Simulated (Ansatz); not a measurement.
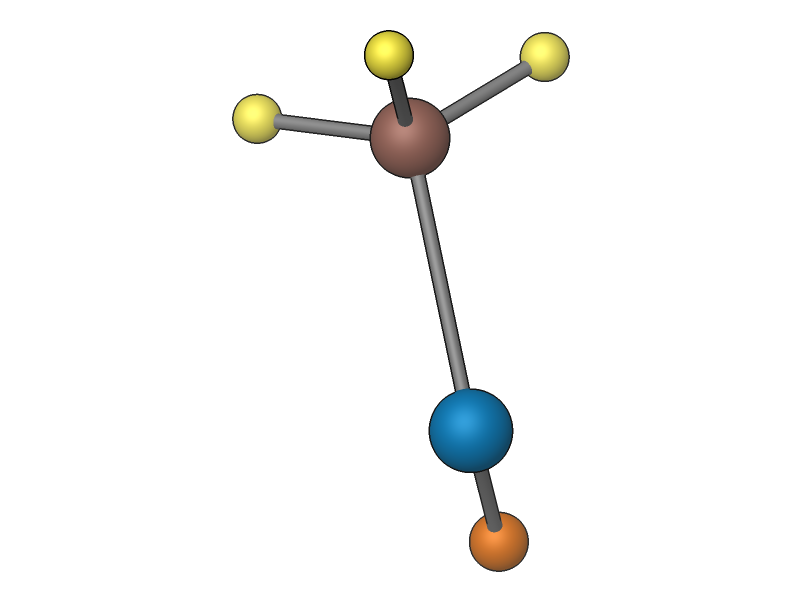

Figure made from data computed with Ansatz.

Ball-and-stick drawing of a structure. Every bond is drawn as one stick, whatever its order. Colours: fluorine orange, aluminium blue, silicon brown, hydrogen yellow.

Charge 0, doublet.

> What is the molecular formula?

AlFH₃Si, 6 atoms: 1 aluminium, 1 fluorine, 3 hydrogen and 1 silicon.

> How many bonds of each kind are drawn?

3 Si–H, 1 Al–F, 1 Al–Si. Sticks follow a distance rule.

> Which point group does it belong to?

Cs.
